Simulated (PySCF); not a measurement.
**[Si2N2H7]− (SMILES N[SiH2][N-][SiH3]) at 4 levels**

Wanted: a comparison of 4 runs (HF/3-21G, HF/def2-SVP, PBE0/def2-SVP, CCSD(T)/pcseg-1) of [Si2N2H7]−. 

The results are computed with PySCF 2.14.0.

## Step 1: The molecule

[Si2N2H7]− has 11 atoms, charge -1, and is taken as a singlet. SMILES: `N[SiH2][N-][SiH3]`. The shape is that of a GFN2-xTB optimisation. This is one conformer, not always the lowest.

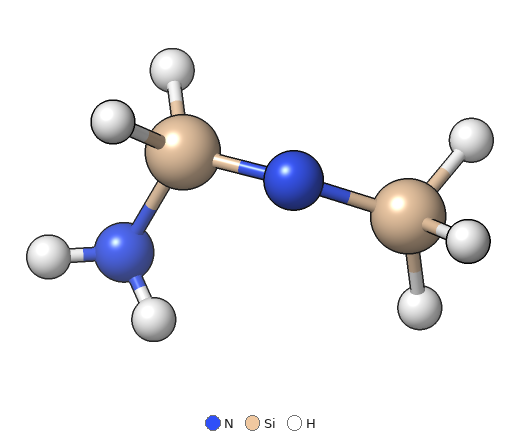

The structure, seen from a chosen angle (nitrogen blue, silicon light orange, hydrogen white).

## Step 2: Energy and gradient at HF/3-21G (run 1)

File input.xyz:

```xyz
11
H7N2Si2
N     -1.222800     1.584780    -0.484940
Si     0.355100     0.849710    -0.834160
N      0.882370    -0.264180     0.287340
Si     0.407660    -1.739530     0.894660
H     -1.479640     1.456810     0.482840
H     -1.276920     2.574370    -0.684140
H      1.364150     1.960620    -0.872630
H      0.141660     0.485960    -2.269280
H     -0.978140    -1.903000     1.454200
H      1.298670    -2.078240     2.044030
H      0.507890    -2.927310    -0.017930
```

File job.py:

```python
import pyscf.grad
from pyscf import gto, scf

system = gto.M(
    atom='input.xyz',
    max_memory=1860,
    basis='3-21g',
    verbose=3,
    charge=-1,
    spin=0,
)

hf = scf.RHF(system)
hf.conv_tol = 1e-10
hf.kernel()
if not hf.converged:
    hf = hf.newton().run(hf.mo_coeff, hf.mo_occ)

energy = hf.e_tot
print(f'total energy: {energy:.8f} hartree')
grad = hf.Gradients().kernel()
dip = hf.dip_moment()
pop, q = hf.mulliken_pop()
```

On the command line:

```
$ OMP_NUM_THREADS=1 python job.py
```

Output:

```text
converged SCF energy = -687.16486071819
total energy: -687.16486072 hartree
--------------- RHF gradients ---------------
         x                y                z
0 N     0.0017166397    -0.0153828750    -0.0155064913
1 Si    -0.0108768031    -0.0025537780     0.0013246507
2 N     0.0114467038    -0.0023620652     0.0108910225
[... 7 lines of this table left out ...]
10 H     0.0005830520     0.0086495798     0.0030344184
----------------------------------------------

WARN: System has nonzero charge -1; the dipole moment is origin-dependent.
[... 2 lines left out ...]
Dipole moment(X, Y, Z, Debye): -2.63267,  2.37444,  0.14088
[... 70 lines left out ...]
charge of   10H =     -0.32187
```

Wall time 5.1 s (1 thread of Intel Xeon at 2.50GHz (Skylake/Cascade Lake), shared host); peak memory 0.13 GiB.

## Step 3: Energy and gradient at HF/def2-SVP (run 2)

File start.xyz:

```xyz
11

N     -1.222800     1.584780    -0.484940
Si     0.355100     0.849710    -0.834160
N      0.882370    -0.264180     0.287340
Si     0.407660    -1.739530     0.894660
H     -1.479640     1.456810     0.482840
H     -1.276920     2.574370    -0.684140
H      1.364150     1.960620    -0.872630
H      0.141660     0.485960    -2.269280
H     -0.978140    -1.903000     1.454200
H      1.298670    -2.078240     2.044030
H      0.507890    -2.927310    -0.017930
```

File calc.py:

```python
# N[SiH2][N-][SiH3]
from pyscf import gto, scf

mol = gto.M(
    atom='start.xyz',
    verbose=4,
    max_memory=1860,
    charge=-1,
    basis='def2-svp',
)

hf = scf.RHF(mol)
hf.conv_tol = 1e-10
hf.kernel()
if not hf.converged:
    hf = hf.newton().run(hf.mo_coeff, hf.mo_occ)

e_tot = hf.e_tot
print('E = %.10f Eh' % e_tot)
grad = hf.nuc_grad_method().kernel()
hf.analyze()
```

On the command line:

```
$ OMP_NUM_THREADS=1 python calc.py
```

Output:

```text
PySCF version 2.14.0

[... 97 lines left out ...]
MO #9   energy= -4.04671333304423  occ= 2
[... 17 lines left out ...]
MO #27  energy= 0.356599390455517  occ= 0
[... 17 lines left out ...]
MO #45  energy= 0.869403714027403  occ= 0
[... 17 lines left out ...]
MO #63  energy= 1.42399613850724   occ= 0
[... 17 lines left out ...]
MO #81  energy= 2.22107576470983   occ= 0
[... 17 lines left out ...]
MO #99  energy= 3.90904786219434   occ= 0
[... 114 lines left out ...]
WARN: System has nonzero charge -1; the dipole moment is origin-dependent.
Location of origin: [0. 0. 0.]

Dipole moment(X, Y, Z, Debye): -2.58207,  2.39309,  0.10655
```

Wall time 24 s (1 thread of Intel Xeon at 2.50GHz (Skylake/Cascade Lake), shared host); peak memory 0.21 GiB.

Run 3 isn't shown in full; the table further down has it.

## Step 4: A single-point energy at CCSD(T)/pcseg-1 (run 4)

File calc.py:

```python
from pyscf import gto, cc

system = gto.M(
    atom=[
    ('N', (-1.222800, 1.584780, -0.484940)),
    ('Si', (0.355100, 0.849710, -0.834160)),
    ('N', (0.882370, -0.264180, 0.287340)),
    ('Si', (0.407660, -1.739530, 0.894660)),
    ('H', (-1.479640, 1.456810, 0.482840)),
    ('H', (-1.276920, 2.574370, -0.684140)),
    ('H', (1.364150, 1.960620, -0.872630)),
    ('H', (0.141660, 0.485960, -2.269280)),
    ('H', (-0.978140, -1.903000, 1.454200)),
    ('H', (1.298670, -2.078240, 2.044030)),
    ('H', (0.507890, -2.927310, -0.017930)),
],
    max_memory=1860,
    charge=-1,
    verbose=4,
    spin=0,
    basis='pcseg-1',
)

hf = system.RHF()
hf.conv_tol = 1e-10
hf.kernel()
if not hf.converged:
    hf = hf.newton().run(hf.mo_coeff, hf.mo_occ)

mycc = cc.CCSD(hf, frozen=12)
mycc.kernel()
e_t = mycc.ccsd_t()
etot = mycc.e_tot + e_t
print('E = %.10f Eh' % etot)
dip = hf.dip_moment()
pop, q = hf.mulliken_pop()
```

On the command line:

```
$ OMP_NUM_THREADS=1 python calc.py
```

Output:

```text
PySCF version 2.14.0

[... 67 lines left out ...]
converged SCF energy = -690.823632412796
[... 12 lines left out ...]
Init t2, MP2 energy = -691.366560989035  E_corr(MP2) -0.542928576238966
[... 12 lines left out ...]
CCSD converged
[... 4 lines left out ...]
WARN: System has nonzero charge -1; the dipole moment is origin-dependent.
[... 2 lines left out ...]
Dipole moment(X, Y, Z, Debye): -2.63317,  2.26581,  0.04002
[... 111 lines left out ...]
charge of   10H =     -0.30821
```

Run time: 71 s. Hardware: 1 thread of Intel Xeon at 2.50GHz (Skylake/Cascade Lake), shared host; peak memory 0.58 GiB.

## Step 5: All runs side by side

| run | level | integration grid | task | energy (Eh) | HOMO energy (eV) | LUMO energy (eV) | HOMO–LUMO gap (eV) | wall time |
| --- | --- | --- | --- | --- | --- | --- | --- | --- |
| 1 | HF/3-21G | – | gradient | -687.164861 | -3.64 | 10.02 | 13.66 | 5.1 s |
| 2 | HF/def2-SVP | – | gradient | -690.625017 | -4.16 | 8.92 | 13.08 | 24 s |
| 3 | PBE0/def2-SVP | 5 | gradient | -692.122135 | -1.14 | 5.88 | 7.02 | 90 s |
| 4 | CCSD(T)/pcseg-1 | – | energy | -691.427084 | -4.27 | 8.06 | 12.33 | 71 s |

## Step 6: Summary of results

| quantity | value |
| --- | --- |
| run 4: total energy | -691.42708 Eh |
| run 4: HOMO energy (Hartree–Fock orbitals) | -4.27 eV |
| run 4: LUMO energy (Hartree–Fock orbitals) | 8.06 eV |
| run 4: HOMO–LUMO gap (to an unbound level, set by the basis) | 12.33 eV |
| run 4: correlation energy (12 core orbitals frozen) | -603.5 mEh |
| run 4: (T) correction | -15.53 mEh |
| run 4: T1 diagnostic | 0.012 |

In words: Over runs 1, 2, 3 the HOMO–LUMO gap runs from 7.02 eV (PBE0/def2-SVP) to 13.66 eV (HF/3-21G). The two ends differ in method and basis. The empty levels of an anion lie above zero and hang on the basis. All runs together took 3.2 min, the longest 90 s.
